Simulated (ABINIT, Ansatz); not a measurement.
# SnPbSe3 (Pm-3m): zone-centre phonons, part 3 of 4

Aim: the zone-centre modes of SnPbSe3 (Pm-3m).

ABINIT 10.8.3; DFT LDA, scalar-relativistic, plane waves, HGH norm-conserving pseudopotentials.

So far. Step 3 (Self-consistent run for the response): The cell stands at -0.85 GPa: the relaxation ran with a smoothed and higher cutoff, and the difference is a stress of the finite basis. Step 4 (Zone-centre response): The acoustic modes at Γ come out as far as 1.8 cm⁻¹ from zero, where they should vanish, a small numerical error. The lowest optical mode is imaginary, 117i cm⁻¹, an instability at this level and on this k mesh. The relaxed cell has a = 5.270 Å (conventional setting).

The structure was built from a prototype and need not be the compound's stable phase.

## Step 5: Zone-centre analysis

anaddb reads the merged derivatives and imposes the acoustic sum rule.

File anaddb.abi:

```
ddb_filepath "gamma_DDB"
output_file "anaddb.abo"
outdata_prefix "anaddb"
asr 1
chneut 1
enunit 2
eivec 1
nph1l 1
qph1l 0.0 0.0 0.0 1.0
```

File mrgddb.in:

```
gamma_DDB
merged
2
dfpt_gammao_DDB
gso_DDB
```

On the command line:

```sh
$ mrgddb < mrgddb.in > mrgddb.log
$ OMP_NUM_THREADS=1 anaddb anaddb.abi > anaddb.log
```

anaddb.abo, the main output file:

```text
-outvars_anaddb: echo values of input variables ----------------------

 Miscellaneous information :
      enunit         2
       eivec         1
         asr         1
 First list of wavevector (reduced coord.) :
       nph1l         1
       qph1l
                     0.00000000E+00  0.00000000E+00  0.00000000E+00    1.000E+00

================================================================================

 read the DDB information and perform some checks

  ==== Info on the Cryst% object ====
 Real(R)+Recip(G) space primitive vectors, cartesian coordinates (Bohr,Bohr^-1):
 R(1)=  9.9593296  0.0000000  0.0000000  G(1)=  0.1004084  0.0000000  0.0000000
 R(2)=  0.0000000  9.9593296  0.0000000  G(2)=  0.0000000  0.1004084  0.0000000
 R(3)=  0.0000000  0.0000000  9.9593296  G(3)=  0.0000000  0.0000000  0.1004084
 Unit cell volume ucvol=  9.8784844E+02 bohr^3
 Angles (23,13,12)=  9.00000000E+01  9.00000000E+01  9.00000000E+01 degrees
 Time-reversal symmetry is present
 Reduced atomic positions [iatom, xred, symbol]:
    1)    0.0000000  0.0000000  0.0000000  Sn
    2)    0.5000000  0.5000000  0.5000000  Pb
    3)    0.5000000  0.5000000  0.0000000  Se
    4)    0.5000000  0.0000000  0.5000000  Se
    5)    0.0000000  0.5000000  0.5000000  Se

 DDB file with 3 blocks has been read.

================================================================================

 Treat the first list of vectors

  Phonon wavevector (reduced coordinates) :  0.00000  0.00000  0.00000
 Phonon energies in Hartree :
  -5.328009E-04 -5.328009E-04 -5.328009E-04 -4.057734E-04 -4.057734E-04
  -4.057734E-04 -1.956827E-04 -1.956827E-04 -1.956827E-04  0.000000E+00
   0.000000E+00  0.000000E+00  9.680185E-04  9.680185E-04  9.680185E-04
 Phonon energies in meV     :
- -1.449825E+01 -1.449825E+01 -1.449825E+01 -1.104166E+01 -1.104166E+01
- -1.104166E+01 -5.324798E+00 -5.324798E+00 -5.324798E+00  0.000000E+00
-  0.000000E+00  0.000000E+00  2.634113E+01  2.634113E+01  2.634113E+01
 Phonon frequencies in cm-1    :
- -1.169363E+02 -1.169363E+02 -1.169363E+02 -8.905696E+01 -8.905696E+01
- -8.905696E+01 -4.294739E+01 -4.294739E+01 -4.294739E+01  0.000000E+00
-  0.000000E+00  0.000000E+00  2.124555E+02  2.124555E+02  2.124555E+02
 Phonon frequencies in Thz     :
- -3.505662E+00 -3.505662E+00 -3.505662E+00 -2.669860E+00 -2.669860E+00
- -2.669860E+00 -1.287530E+00 -1.287530E+00 -1.287530E+00  0.000000E+00
-  0.000000E+00  0.000000E+00  6.369256E+00  6.369256E+00  6.369256E+00
 Phonon energies in Kelvin  :
- -1.682452E+02 -1.682452E+02 -1.682452E+02 -1.281331E+02 -1.281331E+02
- -1.281331E+02 -6.179171E+01 -6.179171E+01 -6.179171E+01  0.000000E+00
-  0.000000E+00  0.000000E+00  3.056761E+02  3.056761E+02  3.056761E+02

 Eigendisplacements
 (will be given, for each mode : in cartesian coordinates
   for each atom the real part of the displacement vector,
   then the imaginary part of the displacement vector - absolute values smaller than 1.0d-7 are set to zero)
  Mode number    1   Energy   -5.328009E-04
 Attention : low frequency mode.
   (Could be unstable or acoustic mode)
-  1  0.00000000E+00  0.00000000E+00  1.41311157E-03
-     0.00000000E+00  0.00000000E+00  0.00000000E+00
-  2  0.00000000E+00  0.00000000E+00  2.44162714E-04
-     0.00000000E+00  0.00000000E+00  0.00000000E+00
-  3  0.00000000E+00  0.00000000E+00 -1.25505022E-05
-     0.00000000E+00  0.00000000E+00  0.00000000E+00
-  4  0.00000000E+00  0.00000000E+00 -1.37637519E-03
-     0.00000000E+00  0.00000000E+00  0.00000000E+00
-  5  0.00000000E+00  0.00000000E+00 -1.37637519E-03
-     0.00000000E+00  0.00000000E+00  0.00000000E+00
  Mode number    2   Energy   -5.328009E-04
 Attention : low frequency mode.
   (Could be unstable or acoustic mode)
-  1  0.00000000E+00 -1.41311157E-03  0.00000000E+00
-     0.00000000E+00  0.00000000E+00  0.00000000E+00
-  2  0.00000000E+00 -2.44162714E-04  0.00000000E+00
-     0.00000000E+00  0.00000000E+00  0.00000000E+00
-  3  0.00000000E+00  1.37637519E-03  0.00000000E+00
-     0.00000000E+00  0.00000000E+00  0.00000000E+00
-  4  0.00000000E+00  1.25505022E-05  0.00000000E+00
-     0.00000000E+00  0.00000000E+00  0.00000000E+00
-  5  0.00000000E+00  1.37637519E-03  0.00000000E+00
-     0.00000000E+00  0.00000000E+00  0.00000000E+00
  Mode number    3   Energy   -5.328009E-04
 Attention : low frequency mode.
   (Could be unstable or acoustic mode)
-  1  1.41311157E-03  0.00000000E+00  0.00000000E+00
-     0.00000000E+00  0.00000000E+00  0.00000000E+00
-  2  2.44162714E-04  0.00000000E+00  0.00000000E+00
-     0.00000000E+00  0.00000000E+00  0.00000000E+00
-  3 -1.37637519E-03  0.00000000E+00  0.00000000E+00
-     0.00000000E+00  0.00000000E+00  0.00000000E+00
-  4 -1.37637519E-03  0.00000000E+00  0.00000000E+00
-     0.00000000E+00  0.00000000E+00  0.00000000E+00
-  5 -1.25505022E-05  0.00000000E+00  0.00000000E+00
-     0.00000000E+00  0.00000000E+00  0.00000000E+00
  Mode number    4   Energy   -4.057734E-04
 Attention : low frequency mode.
   (Could be unstable or acoustic mode)
-  1  0.00000000E+00  0.00000000E+00  0.00000000E+00
-     0.00000000E+00  0.00000000E+00  0.00000000E+00
-  2  0.00000000E+00  0.00000000E+00  0.00000000E+00
-     0.00000000E+00  0.00000000E+00  0.00000000E+00
-  3  0.00000000E+00  0.00000000E+00  0.00000000E+00
-     0.00000000E+00  0.00000000E+00  0.00000000E+00
-  4  0.00000000E+00  0.00000000E+00  1.86380890E-03
-     0.00000000E+00  0.00000000E+00  0.00000000E+00
-  5  0.00000000E+00  0.00000000E+00 -1.86380890E-03
-     0.00000000E+00  0.00000000E+00  0.00000000E+00
  Mode number    5   Energy   -4.057734E-04
 Attention : low frequency mode.
   (Could be unstable or acoustic mode)
-  1  0.00000000E+00  0.00000000E+00  0.00000000E+00
-     0.00000000E+00  0.00000000E+00  0.00000000E+00
-  2  0.00000000E+00  0.00000000E+00  0.00000000E+00
-     0.00000000E+00  0.00000000E+00  0.00000000E+00
-  3  0.00000000E+00 -1.86380890E-03  0.00000000E+00
-     0.00000000E+00  0.00000000E+00  0.00000000E+00
-  4  0.00000000E+00  0.00000000E+00  0.00000000E+00
-     0.00000000E+00  0.00000000E+00  0.00000000E+00
-  5  0.00000000E+00  1.86380890E-03  0.00000000E+00
-     0.00000000E+00  0.00000000E+00  0.00000000E+00
  Mode number    6   Energy   -4.057734E-04
 Attention : low frequency mode.
   (Could be unstable or acoustic mode)
-  1  0.00000000E+00  0.00000000E+00  0.00000000E+00
-     0.00000000E+00  0.00000000E+00  0.00000000E+00
-  2  0.00000000E+00  0.00000000E+00  0.00000000E+00
-     0.00000000E+00  0.00000000E+00  0.00000000E+00
-  3  1.86380890E-03  0.00000000E+00  0.00000000E+00
-     0.00000000E+00  0.00000000E+00  0.00000000E+00
-  4 -1.86380890E-03  0.00000000E+00  0.00000000E+00
-     0.00000000E+00  0.00000000E+00  0.00000000E+00
-  5  0.00000000E+00  0.00000000E+00  0.00000000E+00
-     0.00000000E+00  0.00000000E+00  0.00000000E+00
  Mode number    7   Energy   -1.956827E-04
 Attention : low frequency mode.
   (Could be unstable or acoustic mode)
-  1  0.00000000E+00  0.00000000E+00  1.28369851E-03
-     0.00000000E+00  0.00000000E+00  0.00000000E+00
-  2  0.00000000E+00  0.00000000E+00 -1.05083500E-03
-     0.00000000E+00  0.00000000E+00  0.00000000E+00
-  3  0.00000000E+00  0.00000000E+00 -6.70692324E-04
-     0.00000000E+00  0.00000000E+00  0.00000000E+00
-  4  0.00000000E+00  0.00000000E+00  7.49197272E-04
-     0.00000000E+00  0.00000000E+00  0.00000000E+00
-  5  0.00000000E+00  0.00000000E+00  7.49197272E-04
-     0.00000000E+00  0.00000000E+00  0.00000000E+00
  Mode number    8   Energy   -1.956827E-04
 Attention : low frequency mode.
   (Could be unstable or acoustic mode)
-  1  0.00000000E+00  1.28369851E-03  0.00000000E+00
-     0.00000000E+00  0.00000000E+00  0.00000000E+00
-  2  0.00000000E+00 -1.05083500E-03  0.00000000E+00
-     0.00000000E+00  0.00000000E+00  0.00000000E+00
-  3  0.00000000E+00  7.49197272E-04  0.00000000E+00
-     0.00000000E+00  0.00000000E+00  0.00000000E+00
-  4  0.00000000E+00 -6.70692324E-04  0.00000000E+00
-     0.00000000E+00  0.00000000E+00  0.00000000E+00
-  5  0.00000000E+00  7.49197272E-04  0.00000000E+00
-     0.00000000E+00  0.00000000E+00  0.00000000E+00
  Mode number    9   Energy   -1.956827E-04
 Attention : low frequency mode.
   (Could be unstable or acoustic mode)
-  1  1.28369851E-03  0.00000000E+00  0.00000000E+00
-     0.00000000E+00  0.00000000E+00  0.00000000E+00
-  2 -1.05083500E-03  0.00000000E+00  0.00000000E+00
-     0.00000000E+00  0.00000000E+00  0.00000000E+00
-  3  7.49197272E-04  0.00000000E+00  0.00000000E+00
-     0.00000000E+00  0.00000000E+00  0.00000000E+00
-  4  7.49197272E-04  0.00000000E+00  0.00000000E+00
-     0.00000000E+00  0.00000000E+00  0.00000000E+00
-  5 -6.70692324E-04  0.00000000E+00  0.00000000E+00
-     0.00000000E+00  0.00000000E+00  0.00000000E+00
  Mode number   10   Energy    0.000000E+00
 Attention : low frequency mode.
   (Could be unstable or acoustic mode)
-  1  0.00000000E+00  0.00000000E+00 -9.87289337E-04
-     0.00000000E+00  0.00000000E+00  0.00000000E+00
-  2  0.00000000E+00  0.00000000E+00 -9.87318466E-04
-     0.00000000E+00  0.00000000E+00  0.00000000E+00
-  3  0.00000000E+00  0.00000000E+00 -9.87302112E-04
-     0.00000000E+00  0.00000000E+00  0.00000000E+00
-  4  0.00000000E+00  0.00000000E+00 -9.87263497E-04
-     0.00000000E+00  0.00000000E+00  0.00000000E+00
-  5  0.00000000E+00  0.00000000E+00 -9.87263497E-04
-     0.00000000E+00  0.00000000E+00  0.00000000E+00
  Mode number   11   Energy    0.000000E+00
 Attention : low frequency mode.
   (Could be unstable or acoustic mode)
-  1  0.00000000E+00 -9.87289337E-04  0.00000000E+00
-     0.00000000E+00  0.00000000E+00  0.00000000E+00
-  2  0.00000000E+00 -9.87318466E-04  0.00000000E+00
-     0.00000000E+00  0.00000000E+00  0.00000000E+00
-  3  0.00000000E+00 -9.87263497E-04  0.00000000E+00
-     0.00000000E+00  0.00000000E+00  0.00000000E+00
-  4  0.00000000E+00 -9.87302112E-04  0.00000000E+00
-     0.00000000E+00  0.00000000E+00  0.00000000E+00
-  5  0.00000000E+00 -9.87263497E-04  0.00000000E+00
-     0.00000000E+00  0.00000000E+00  0.00000000E+00
  Mode number   12   Energy    0.000000E+00
 Attention : low frequency mode.
   (Could be unstable or acoustic mode)
-  1  9.87289337E-04  0.00000000E+00  0.00000000E+00
-     0.00000000E+00  0.00000000E+00  0.00000000E+00
-  2  9.87318466E-04  0.00000000E+00  0.00000000E+00
-     0.00000000E+00  0.00000000E+00  0.00000000E+00
-  3  9.87263497E-04  0.00000000E+00  0.00000000E+00
-     0.00000000E+00  0.00000000E+00  0.00000000E+00
-  4  9.87263497E-04  0.00000000E+00  0.00000000E+00
-     0.00000000E+00  0.00000000E+00  0.00000000E+00
-  5  9.87302112E-04  0.00000000E+00  0.00000000E+00
-     0.00000000E+00  0.00000000E+00  0.00000000E+00
  Mode number   13   Energy    9.680185E-04
-  1  0.00000000E+00  0.00000000E+00  4.08715334E-05
-     0.00000000E+00  0.00000000E+00  0.00000000E+00
-  2  0.00000000E+00  0.00000000E+00  7.13385632E-04
-     0.00000000E+00  0.00000000E+00  0.00000000E+00
-  3  0.00000000E+00  0.00000000E+00 -2.35006725E-03
-     0.00000000E+00  0.00000000E+00  0.00000000E+00
-  4  0.00000000E+00  0.00000000E+00  2.08300710E-04
-     0.00000000E+00  0.00000000E+00  0.00000000E+00
-  5  0.00000000E+00  0.00000000E+00  2.08300710E-04
-     0.00000000E+00  0.00000000E+00  0.00000000E+00
  Mode number   14   Energy    9.680185E-04
-  1  0.00000000E+00  4.08715334E-05  0.00000000E+00
-     0.00000000E+00  0.00000000E+00  0.00000000E+00
-  2  0.00000000E+00  7.13385632E-04  0.00000000E+00
-     0.00000000E+00  0.00000000E+00  0.00000000E+00
-  3  0.00000000E+00  2.08300710E-04  0.00000000E+00
-     0.00000000E+00  0.00000000E+00  0.00000000E+00
-  4  0.00000000E+00 -2.35006725E-03  0.00000000E+00
-     0.00000000E+00  0.00000000E+00  0.00000000E+00
-  5  0.00000000E+00  2.08300710E-04  0.00000000E+00
-     0.00000000E+00  0.00000000E+00  0.00000000E+00
  Mode number   15   Energy    9.680185E-04
-  1  4.08715334E-05  0.00000000E+00  0.00000000E+00
-     0.00000000E+00  0.00000000E+00  0.00000000E+00
-  2  7.13385632E-04  0.00000000E+00  0.00000000E+00
-     0.00000000E+00  0.00000000E+00  0.00000000E+00
-  3  2.08300710E-04  0.00000000E+00  0.00000000E+00
-     0.00000000E+00  0.00000000E+00  0.00000000E+00
-  4  2.08300710E-04  0.00000000E+00  0.00000000E+00
-     0.00000000E+00  0.00000000E+00  0.00000000E+00
-  5 -2.35006725E-03  0.00000000E+00  0.00000000E+00
-     0.00000000E+00  0.00000000E+00  0.00000000E+00

 Analysis of degeneracies and characters (maximum tolerance=1.00E-06 a.u.)
 For each vibration mode, or group of modes if degenerate,
 the characters are given for each symmetry operation (see the list in the log file).
 Symmetry characters of vibration mode #   1
       degenerate with vibration modes #   2 to    3
  3.0 -3.0 -1.0  1.0 -1.0  1.0 -1.0  1.0  1.0 -1.0 -1.0  1.0  1.0 -1.0 -1.0  1.0
 -0.0  0.0 -0.0  0.0  0.0 -0.0  0.0 -0.0  1.0 -1.0 -1.0  1.0 -1.0  1.0  1.0 -1.0
 -0.0  0.0  0.0 -0.0  0.0 -0.0 -0.0  0.0  1.0 -1.0  1.0 -1.0 -1.0  1.0 -1.0  1.0
 Symmetry characters of vibration mode #   4
       degenerate with vibration modes #   5 to    6
  3.0 -3.0 -1.0  1.0 -1.0  1.0 -1.0  1.0 -1.0  1.0  1.0 -1.0 -1.0  1.0  1.0 -1.0
 -0.0  0.0 -0.0  0.0  0.0 -0.0  0.0 -0.0 -1.0  1.0  1.0 -1.0  1.0 -1.0 -1.0  1.0
 -0.0  0.0  0.0 -0.0  0.0 -0.0 -0.0  0.0 -1.0  1.0 -1.0  1.0  1.0 -1.0  1.0 -1.0
 Symmetry characters of vibration mode #   7
       degenerate with vibration modes #   8 to    9
  3.0 -3.0 -1.0  1.0 -1.0  1.0 -1.0  1.0  1.0 -1.0 -1.0  1.0  1.0 -1.0 -1.0  1.0
 -0.0  0.0  0.0 -0.0 -0.0  0.0  0.0 -0.0  1.0 -1.0 -1.0  1.0 -1.0  1.0  1.0 -1.0
 -0.0  0.0 -0.0  0.0  0.0 -0.0  0.0 -0.0  1.0 -1.0  1.0 -1.0 -1.0  1.0 -1.0  1.0
 Symmetry characters of vibration mode #  10
       degenerate with vibration modes #  11 to   12
  3.0 -3.0 -1.0  1.0 -1.0  1.0 -1.0  1.0  1.0 -1.0 -1.0  1.0  1.0 -1.0 -1.0  1.0
  0.0 -0.0  0.0 -0.0 -0.0  0.0 -0.0  0.0  1.0 -1.0 -1.0  1.0 -1.0  1.0  1.0 -1.0
  0.0 -0.0 -0.0  0.0 -0.0  0.0  0.0 -0.0  1.0 -1.0  1.0 -1.0 -1.0  1.0 -1.0  1.0
 Symmetry characters of vibration mode #  13
       degenerate with vibration modes #  14 to   15
  3.0 -3.0 -1.0  1.0 -1.0  1.0 -1.0  1.0  1.0 -1.0 -1.0  1.0  1.0 -1.0 -1.0  1.0
  0.0 -0.0 -0.0  0.0 -0.0  0.0  0.0 -0.0  1.0 -1.0 -1.0  1.0 -1.0  1.0  1.0 -1.0
  0.0 -0.0 -0.0  0.0  0.0 -0.0 -0.0  0.0  1.0 -1.0  1.0 -1.0 -1.0  1.0 -1.0  1.0
-
```

The job ended after 0.51 s (1 thread of Arm Neoverse V1, shared host).

Numbers from this step:

| Quantity | Value |
| --- | --- |
| lowest optical zone-centre mode | -116.9 cm⁻¹ |

No LO-TO term; unit eigenvectors of the mass-weighted matrix, from anaddb's displacements. The modes at Γ (shares of kinetic energy by element, %) (negative means imaginary):

```csv
mode,frequency (cm⁻¹),symmetry,Sn %,Pb %,Se %
1,-116.9,T1u,43,2,55
2,-116.9,T1u,43,2,55
3,-116.9,T1u,43,2,55
4,-89.1,T2u,0,0,100
5,-89.1,T2u,0,0,100
6,-89.1,T2u,0,0,100
7,-42.9,T1u,36,42,23
8,-42.9,T1u,36,42,23
9,-42.9,T1u,36,42,23
10,0.0,acoustic,21,37,42
11,0.0,acoustic,21,37,42
12,0.0,acoustic,21,37,42
13,212.5,T1u,0,19,81
14,212.5,T1u,0,19,81
15,212.5,T1u,0,19,81
```

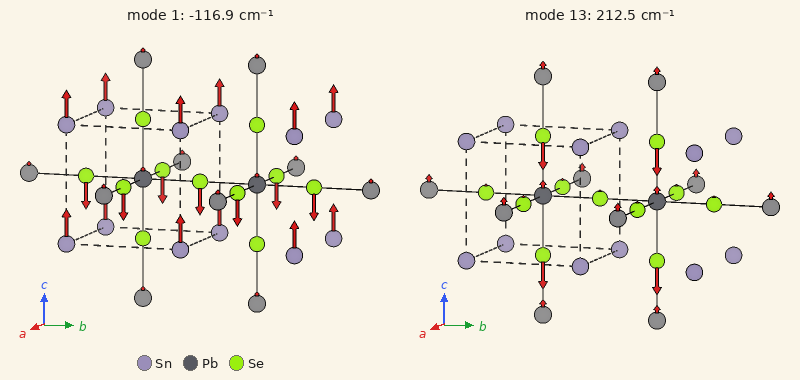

Displacement patterns of modes 1 and 13 at Γ; arrows are exaggerated. 1×2×1 cells are drawn. Some periodic images of atoms are drawn too.

The rule moves no optical mode by more than 0.1 cm⁻¹.

(Continued in part 4 of 4.)

[Host names and launcher messages were left out of these logs when they were recorded.]

[Logs are printed without paths, hosts, clocks, repeated set-up lines and the standing remarks that a program may print on its own settings, such as how far it seeks lower states.]

[Hosts, paths, dates, database ids (printed as entryN), source tags and the programs' standing remarks are cut or masked in the printed files.]
